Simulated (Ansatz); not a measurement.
# C₃H₆BN: single points with varied inputs

How do the results and run time of C₃H₆BN respond when the settings are drawn wide?

Computed with Ansatz 0.2.0, Gaussian basis. Level: the settings change from run to run.

## Step 1: The relaxed structure

An earlier PBE0-D4 in a triple-zeta def2 set relaxation fixed the geometry.

SMILES `BNC=C=C`, 11 atoms, charge 0, spin multiplicity 1.

Atoms are counted from 1 here; the program's logs count them from 0.

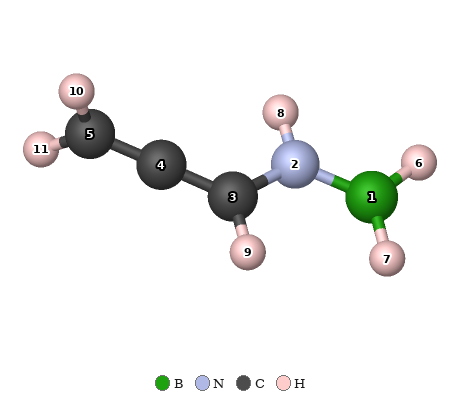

The geometry (boron green, nitrogen light blue, carbon dark grey, hydrogen pink); atoms are numbered from 1 in the order of the file.

## Step 2: CAM-B3LYP/6-31++G**

Input file in.yaml:

```yaml
crystal:
  periodic: [false, false, false]
  atoms:
    - {symbol: B, position_ang: [-0.579283, 1.543493, 1.696697]}
    - {symbol: N, position_ang: [-0.030573, 0.492053, 0.966698]}
    - {symbol: C, position_ang: [-0.288980, 0.199931, -0.376702]}
    - {symbol: C, position_ang: [0.236262, -0.791822, -1.044863]}
    - {symbol: C, position_ang: [0.751326, -1.774522, -1.721634]}
    - {symbol: H, position_ang: [-0.262771, 1.667495, 2.841705]}
    - {symbol: H, position_ang: [-1.345575, 2.281581, 1.150249]}
    - {symbol: H, position_ang: [0.618763, -0.144600, 1.404573]}
    - {symbol: H, position_ang: [-0.986347, 0.878172, -0.858554]}
    - {symbol: H, position_ang: [1.681299, -1.659908, -2.272787]}
    - {symbol: H, position_ang: [0.271179, -2.748871, -1.764684]}
basis:
  gaussian: {orbitals: "6-31++G**"}
hamiltonian: {xc: {name: CAM-B3LYP}}
output: {forces: true}
```

On the command line:

```console
$ ansatz run in.yaml --threads 2 --pin off --events-out ev --progress --plain --max-ram 4352MiB
```

Output (excerpt; [...] marks lines left out):

```text
Functional definition: CAM-B3LYP
  name "CAM-B3LYP"
  cite "Yanai, Tew & Handy, Chem. Phys. Lett. 393, 51 (2004) doi:10.1016/j.cplett.2004.06.011"
  cite "Iikura, Tsuneda, Yanai & Hirao, J. Chem. Phys. 115, 3540 (2001) doi:10.1063/1.1383587"
  cite "Becke, Phys. Rev. A 38, 3098 (1988) doi:10.1103/PhysRevA.38.3098"
  cite "Lee, Yang & Parr, Phys. Rev. B 37, 785 (1988) doi:10.1103/PhysRevB.37.785"
  cite "Vosko, Wilk & Nusair, Can. J. Phys. 58, 1200 (1980) doi:10.1139/p80-159"
[...]
  # Exact exchange under (alpha + beta erf(omega r))/r, Becke's under what is left of 1/r.
[...]
1182 factors; integrals over basis functions are off by at most 1.2e-3 eV
390 factors; integrals over basis functions are off by at most 1.9e-5 eV
[...]
mean field -5371.34617502 eV, -197.3933311026 hartree, gradient 5.7e-5 eV, S^2 0.000000; 0 other end points of the search recorded, 0 dependent functions left out
[...]
reference -5371.34635805 eV, -197.3933378291 hartree; 18, 18 occupied and 113, 113 virtual orbitals, 1182 factors
Total energy: -5371.34635805 eV, -197.3933378291 hartree
Atom 0 at    -0.579283     1.543493     1.696697 Å, force    -0.053638     0.119438     0.106102 eV/Å
Atom 1 at    -0.030573     0.492053     0.966698 Å, force     0.035376     0.066476     0.240389 eV/Å
Atom 2 at    -0.288980     0.199931    -0.376702 Å, force    -0.151593     0.083946    -0.242607 eV/Å
Atom 3 at     0.236262    -0.791822    -1.044863 Å, force    -0.064623     0.106825     0.049912 eV/Å
Atom 4 at     0.751326    -1.774522    -1.721634 Å, force     0.145621    -0.274738    -0.184623 eV/Å
Atom 5 at    -0.262771     1.667495     2.841705 Å, force    -0.021973     0.006083    -0.048588 eV/Å
Atom 6 at    -1.345575     2.281581     1.150249 Å, force     0.028782    -0.022757     0.032670 eV/Å
Atom 7 at     0.618763    -0.144600     1.404573 Å, force     0.082055    -0.070395     0.078211 eV/Å
Atom 8 at    -0.986347     0.878172    -0.858554 Å, force    -0.014461     0.012588    -0.012903 eV/Å
Atom 9 at     1.681299    -1.659908    -2.272787 Å, force     0.026405     0.001146    -0.016133 eV/Å
Atom 10 at     0.271179    -2.748871    -1.764684 Å, force    -0.011951    -0.028612    -0.002431 eV/Å
Dipole moment:     0.146246    -0.239289    -0.106870 e Å
```

It took 3.4 s on 2 threads of Arm Neoverse V2, shared host.

Largest force 0.362 eV/Å, dipole 1.44 D.

## Step 3: wPBEh/def2-TZVP

Options: charge +1, multiplicity 2.

in.yaml: that of step 2 with these lines changed.

```diff
@@ -15,4 +15,6 @@
 basis:
-  gaussian: {orbitals: "6-31++G**"}
-hamiltonian: {xc: {name: CAM-B3LYP}}
+  gaussian: {orbitals: def2-TZVP}
+total_charge: 1
+magnetization: {spin_polarized: true, initial_magnetization: 1}
+hamiltonian: {xc: {name: wPBEh}}
 output: {forces: true}
```

Same command.

Output (excerpt; [...] marks lines left out):

```text
Functional definition: wPBEh
  name "wPBEh"
  cite "Heyd, Scuseria & Ernzerhof, J. Chem. Phys. 118, 8207 (2003) doi:10.1063/1.1564060"
  cite "Krukau, Vydrov, Izmaylov & Scuseria, J. Chem. Phys. 125, 224106 (2006) doi:10.1063/1.2404663"
  cite "Heyd & Scuseria, J. Chem. Phys. 120, 7274 (2004) doi:10.1063/1.1668634"
  cite "Ernzerhof & Perdew, J. Chem. Phys. 109, 3313 (1998) doi:10.1063/1.476928"
  cite "Perdew, Burke & Ernzerhof, Phys. Rev. Lett. 77, 3865 (1996) doi:10.1103/PhysRevLett.77.3865"
  parent pbe
[...]
1128 factors; their error is unknown
92 factors; integrals over basis functions are off by at most 4.6e-7 eV
[...]
mean field -5361.11895337 eV, -197.0174876393 hartree, gradient 5.1e-5 eV, S^2 0.757578; 2 other end points of the search recorded, 0 dependent functions left out
[...]
Atom 1 at    -0.030573     0.492053     0.966698 Å, force     0.619365    -2.483080    -3.602494 eV/Å
Atom 2 at    -0.288980     0.199931    -0.376702 Å, force    -1.119650     3.160308     3.665576 eV/Å
Atom 3 at     0.236262    -0.791822    -1.044863 Å, force     1.967523    -3.476878    -1.990850 eV/Å
Atom 4 at     0.751326    -1.774522    -1.721634 Å, force    -0.543848     1.029512     0.696680 eV/Å
Atom 5 at    -0.262771     1.667495     2.841705 Å, force    -0.005949    -0.114616    -0.262244 eV/Å
Atom 6 at    -1.345575     2.281581     1.150249 Å, force     0.152691    -0.192437     0.012421 eV/Å
Atom 7 at     0.618763    -0.144600     1.404573 Å, force     0.232559    -0.232868     0.146827 eV/Å
Atom 8 at    -0.986347     0.878172    -0.858554 Å, force    -0.091465     0.123687     0.011174 eV/Å
Atom 9 at     1.681299    -1.659908    -2.272787 Å, force     0.102488     0.082105    -0.048501 eV/Å
Atom 10 at     0.271179    -2.748871    -1.764684 Å, force    -0.110008    -0.082094     0.028005 eV/Å
Dipole moment:     0.177384    -0.330649    -0.216249 e Å
```

Wall time 8.5 s (2 threads of Arm Neoverse V2, shared host).

Largest force 4.968 eV/Å, ⟨S²⟩ 0.758.

## Step 4: B3LYP/cc-pVTZ-DK

Set apart from the defaults: atoms shaken by 0.03 Å, relativity set to scalar.

Input file in.yaml:

```yaml
crystal:
  periodic: [false, false, false]
  atoms:
    - {symbol: B, position_ang: [-0.605155, 1.568929, 1.712983]}
    - {symbol: N, position_ang: [-0.007862, 0.501845, 0.956642]}
    - {symbol: C, position_ang: [-0.289455, 0.158578, -0.384410]}
    - {symbol: C, position_ang: [0.231061, -0.778051, -1.043108]}
    - {symbol: C, position_ang: [0.754017, -1.787097, -1.785889]}
    - {symbol: H, position_ang: [-0.282864, 1.697274, 2.807730]}
    - {symbol: H, position_ang: [-1.321238, 2.309577, 1.129032]}
    - {symbol: H, position_ang: [0.619701, -0.163310, 1.386762]}
    - {symbol: H, position_ang: [-0.975050, 0.853706, -0.820800]}
    - {symbol: H, position_ang: [1.717771, -1.623723, -2.251468]}
    - {symbol: H, position_ang: [0.253666, -2.757313, -1.763059]}
basis:
  gaussian: {orbitals: cc-pVTZ-DK}
hamiltonian: {xc: {name: B3LYP}, pseudopotentials: {relativity: scalar}}
output: {forces: true}
```

Launched as before.

Output (excerpt; [...] marks lines left out):

```text
Functional definition: B3LYP
  name "B3LYP"
  cite "Stephens, Devlin, Chabalowski & Frisch, J. Phys. Chem. 98, 11623 (1994) doi:10.1021/j100096a001"
  cite "Becke, Phys. Rev. A 38, 3098 (1988) doi:10.1103/PhysRevA.38.3098"
  cite "Lee, Yang & Parr, Phys. Rev. B 37, 785 (1988) doi:10.1103/PhysRevB.37.785"
  cite "Vosko, Wilk & Nusair, Can. J. Phys. 58, 1200 (1980) doi:10.1139/p80-159"
[...]
1246 factors; their error is unknown
[...]
mean field -5378.30343929 eV, -197.6490058489 hartree, gradient 2.0e-5 eV, S^2 0.000000; 0 other end points of the search recorded, 0 dependent functions left out
[...]
reference -5378.30371232 eV, -197.6490158826 hartree; 18, 18 occupied and 216, 216 virtual orbitals, 1246 factors
Total energy: -5378.30371232 eV, -197.6490158826 hartree
Relativity: scalar
Atom 0 at    -0.605155     1.568929     1.712983 Å, force     0.742855    -1.177235    -1.872929 eV/Å
Atom 1 at    -0.007862     0.501845     0.956642 Å, force    -0.649143     0.492404     0.812413 eV/Å
Atom 2 at    -0.289455     0.158578    -0.384410 Å, force    -1.005054     2.736270     1.999002 eV/Å
Atom 3 at     0.231061    -0.778051    -1.043108 Å, force     2.348748    -4.703487    -3.406578 eV/Å
Atom 4 at     0.754017    -1.787097    -1.785889 Å, force    -1.262502     2.203987     2.228452 eV/Å
Atom 5 at    -0.282864     1.697274     2.807730 Å, force     0.189418     0.091863     1.008441 eV/Å
Atom 6 at    -1.321238     2.309577     1.129032 Å, force    -0.198338     0.032587     0.026043 eV/Å
Atom 7 at     0.619701    -0.163310     1.386762 Å, force     0.006222     0.179237     0.202721 eV/Å
Atom 8 at    -0.975050     0.853706    -0.820800 Å, force    -0.404677     0.239535    -0.444179 eV/Å
Atom 9 at     1.717771    -1.623723    -2.251468 Å, force    -0.128778    -0.298368    -0.270459 eV/Å
Atom 10 at     0.253666    -2.757313    -1.763059 Å, force     0.361249     0.203208    -0.282927 eV/Å
Dipole moment:     0.128254    -0.230324    -0.067226 e Å
```

It took 5.5 s on 2 threads of Arm Neoverse V2, shared host; peak memory 0.55 GiB.

Largest force 6.265 eV/Å, dipole 1.31 D.

## Step 5: CAM-B3LYP/6-31G*

Set apart from the defaults: the search for lower states set to light.

Input file in.yaml:

```yaml
crystal:
  periodic: [false, false, false]
  atoms:
    - {symbol: B, position_ang: [-0.579283, 1.543493, 1.696697]}
    - {symbol: N, position_ang: [-0.030573, 0.492053, 0.966698]}
    - {symbol: C, position_ang: [-0.288980, 0.199931, -0.376702]}
    - {symbol: C, position_ang: [0.236262, -0.791822, -1.044863]}
    - {symbol: C, position_ang: [0.751326, -1.774522, -1.721634]}
    - {symbol: H, position_ang: [-0.262771, 1.667495, 2.841705]}
    - {symbol: H, position_ang: [-1.345575, 2.281581, 1.150249]}
    - {symbol: H, position_ang: [0.618763, -0.144600, 1.404573]}
    - {symbol: H, position_ang: [-0.986347, 0.878172, -0.858554]}
    - {symbol: H, position_ang: [1.681299, -1.659908, -2.272787]}
    - {symbol: H, position_ang: [0.271179, -2.748871, -1.764684]}
basis:
  gaussian: {orbitals: "6-31G*"}
hamiltonian: {xc: {name: CAM-B3LYP}}
scf: {lower_state_search: light}
```

Same command.

Output (excerpt; [...] marks lines left out):

```text
Functional definition: CAM-B3LYP
  name "CAM-B3LYP"
  cite "Yanai, Tew & Handy, Chem. Phys. Lett. 393, 51 (2004) doi:10.1016/j.cplett.2004.06.011"
  cite "Iikura, Tsuneda, Yanai & Hirao, J. Chem. Phys. 115, 3540 (2001) doi:10.1063/1.1383587"
  cite "Becke, Phys. Rev. A 38, 3098 (1988) doi:10.1103/PhysRevA.38.3098"
  cite "Lee, Yang & Parr, Phys. Rev. B 37, 785 (1988) doi:10.1103/PhysRevB.37.785"
  cite "Vosko, Wilk & Nusair, Can. J. Phys. 58, 1200 (1980) doi:10.1139/p80-159"
[...]
  # Exact exchange under (alpha + beta erf(omega r))/r, Becke's under what is left of 1/r.
[...]
1078 factors; their error is unknown
302 factors; integrals over basis functions are off by at most 7.2e-6 eV
[...]
mean field -5370.78786756 eV, -197.3728136821 hartree, gradient 1.7e-5 eV, S^2 0.000000; 0 other end points of the search recorded, 0 dependent functions left out
reference -5370.78797768 eV, -197.3728177288 hartree; 18, 18 occupied and 69, 69 virtual orbitals, 1078 factors
Total energy: -5370.78797768 eV, -197.3728177288 hartree
```

It took 1.2 s on 2 threads of Arm Neoverse V2, shared host.

## Step 6: PBE/aug-cc-pVDZ

Options: charge -1, multiplicity 2, D4 dispersion.

in.yaml: that of step 5 with these lines changed.

```diff
@@ -15,4 +15,6 @@
 basis:
-  gaussian: {orbitals: "6-31G*"}
-hamiltonian: {xc: {name: CAM-B3LYP}}
-scf: {lower_state_search: light}
+  gaussian: {orbitals: aug-cc-pVDZ}
+total_charge: -1
+magnetization: {spin_polarized: true, initial_magnetization: 1}
+hamiltonian: {xc: {name: PBE}, dispersion: d4}
+output: {forces: true}
```

Same command.

Output (excerpt; [...] marks lines left out):

```text
Functional definition: PBE
  name "PBE"
  cite "Perdew, Burke & Ernzerhof, Phys. Rev. Lett. 77, 3865 (1996) doi:10.1103/PhysRevLett.77.3865"
  parent pbe
[...]
1501 factors; their error is unknown
[...]
a density is far from that of the atoms, so the factors are made again for it
1721 factors; integrals over basis functions are off by at most 6.0e-4 eV
[...]
mean field -5366.90040267 eV, -197.2299519823 hartree, gradient 7.3e-6 eV, S^2 0.750405; 11 other end points of the search recorded, 0 dependent functions left out
[...]
reference -5366.90046043 eV, -197.2299541052 hartree; 19, 18 occupied and 150, 151 virtual orbitals, 1721 factors
Total energy: -5367.11521162 eV, -197.2378460657 hartree
Atom 0 at    -0.579283     1.543493     1.696697 Å, force    -0.228809     0.219666     0.349147 eV/Å
Atom 1 at    -0.030573     0.492053     0.966698 Å, force    -0.104705     0.086503    -0.288537 eV/Å
Atom 2 at    -0.288980     0.199931    -0.376702 Å, force    -0.124541     0.631697     0.404049 eV/Å
Atom 3 at     0.236262    -0.791822    -1.044863 Å, force    -0.137038    -0.172797     0.094715 eV/Å
Atom 4 at     0.751326    -1.774522    -1.721634 Å, force     0.128098    -0.576649    -0.379726 eV/Å
Atom 5 at    -0.262771     1.667495     2.841705 Å, force     0.121229     0.081516     0.372953 eV/Å
Atom 6 at    -1.345575     2.281581     1.150249 Å, force    -0.226568     0.300144    -0.202433 eV/Å
Atom 7 at     0.618763    -0.144600     1.404573 Å, force     0.408545    -0.460962     0.291843 eV/Å
Atom 8 at    -0.986347     0.878172    -0.858554 Å, force    -0.338350     0.330253    -0.186734 eV/Å
Atom 9 at     1.681299    -1.659908    -2.272787 Å, force     0.605031     0.000772    -0.431008 eV/Å
Atom 10 at     0.271179    -2.748871    -1.764684 Å, force    -0.102893    -0.440143    -0.024270 eV/Å
Dipole moment:    -0.600707     1.119132     0.148892 e Å
```

Wall time 1.9 min (2 threads of Arm Neoverse V2, shared host); peak memory 0.57 GiB.

Largest force 0.760 eV/Å, ⟨S²⟩ 0.750.

(Part 1 of 2 ends here.)
